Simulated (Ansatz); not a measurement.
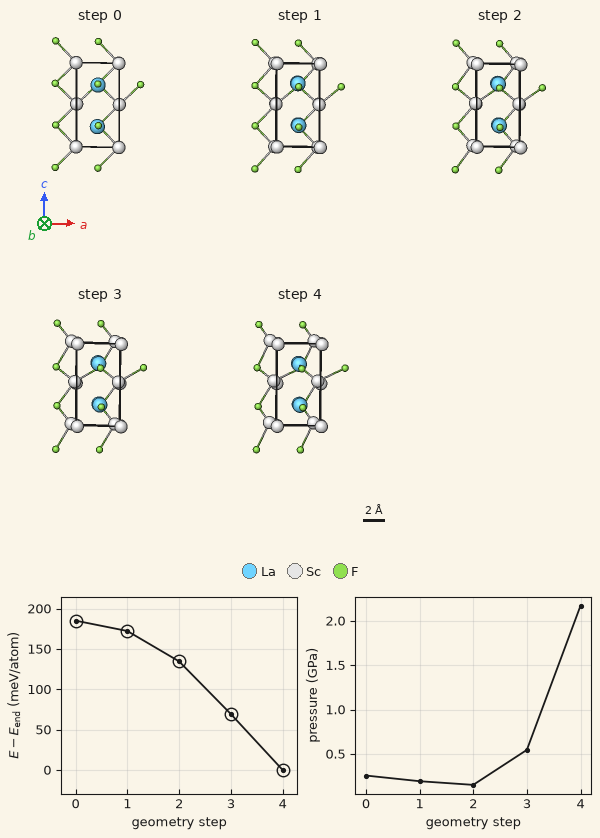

Frames of a relaxation of solid LaSc$_{2}$F (a generated structure, set up in P1) (coarse preliminary run), marked on the history of the run. Style: ball-and-stick. Shown: the cell of the calculation, along the b axis.

Method: DFT PBE, scalar-relativistic, plane waves, PAW (Ansatz).

Input
```yaml
crystal:
  lattice:
    - [-0.0323923007, 4.2486985932, 0.0514655463]
    - [-0.0828557251, 0.066533225, 5.4922686547]
    - [8.3754428633, -0.0647846015, -0.128183029]
  atoms:
    - { symbol: La, position: [0.4884206224, 0.000197459, 0.2430448703] }
    - { symbol: La, position: [0.5060816798, 0.0007831059, 0.7368198026] }
    - { symbol: Sc, position: [0.0042712354, -0.0098239192, 0.5092615507] }
    - { symbol: Sc, position: [-0.0085816001, -0.0044789112, 0.9975945254] }
    - { symbol: Sc, position: [0.003807973, 0.5046600859, 0.5076535154] }
    - { symbol: Sc, position: [-0.0090222011, 0.4958664082, 1.0012394221] }
    - { symbol: F, position: [0.5131378993, 0.5065064553, 0.254634306] }
    - { symbol: F, position: [0.5018843914, 0.506289316, 0.7497520075] }
basis:
  ecutwfc: 420
kpoints:
  mp_grid: { grid: [6, 4, 4] }
hamiltonian:
  xc: pbe
scf:
  occupations: { method: gaussian, width: 0.2 }
  lower_state_search: "off"
output:
  forces: true
  stress: true
  eigenvalues: true
relax:
  adjacent_minimum: "off"
  f_tol: 0.025
  max_steps: 60
  cell: { stress_tol: 0.25 }
```

Command:
```bash
ansatz run input.yaml --threads 1 --pin off --max-ram 2560MiB --backend cpu --events-out ev --progress --plain --runs-dir out
```

> What happens along the run?

The run was cut off at its time limit before the relaxation converged, so the last structure is only a point on the way. Over 4 geometry steps the energy falls by 185 meV per atom. Largest force component: 0.41 eV/Å at the start, 0.64 eV/Å at the end. The pressure goes from 0.26 to 2.17 GPa. Sc6 moves most relative to the cell: 0.68 Å roughly along [−3 0 1]. By element the largest moves are Sc 0.68 Å, F 0.47 Å, La 0.21 Å. Cell: a 4.249 → 4.374 Å (+2.9 %), b 5.493 → 5.509 Å (+0.3 %), c 8.377 → 8.160 Å (−2.6 %), α 91.7° → 89.8°, β 90.9° → 89.8°, γ 88.6° → 90.1°. Volume +0.7 %. Near-neighbour distances that change, for instance: Sc6–F7 2.958 → 1.958 Å, Sc5–F8 2.965 → 2.119 Å, La1–Sc6 4.102 → 3.581 Å, La1–Sc6 (another image) 3.980 → 3.546 Å. Among the angles between lasting bonds that change: F8–La2–F8 175.4° → 161.3°, La2–F8–La2 175.4° → 161.3°, F7–La1–F7 174.1° → 167.0°. The space group stays P1 (No. 1). From step 0 to 1: La and F atoms move most (0.20 Å), volume +0.2 %, energy −12.8 meV per atom. From step 1 to 2: Sc6 moves most (0.20 Å), volume +0.1 %, energy −37.7 meV per atom. From step 2 to 3: Sc6 moves most (0.19 Å), energy −65.3 meV per atom. From step 3 to 4: Sc6 moves most (0.20 Å), volume +0.4 %, energy −69.3 meV per atom.

| step | E − E(0), meV/atom | largest force component, eV/Å | pressure, GPa | volume, Å³/atom |
| --- | --- | --- | --- | --- |
| 0 | 0.00 | 0.4061 | 0.26 | 24.420 |
| 1 | -12.84 | 0.3908 | 0.19 | 24.473 |
| 2 | -50.49 | 0.8152 | 0.15 | 24.501 |
| 3 | -115.76 | 1.0666 | 0.54 | 24.483 |
| 4 | -185.07 | 0.6430 | 2.17 | 24.581 |
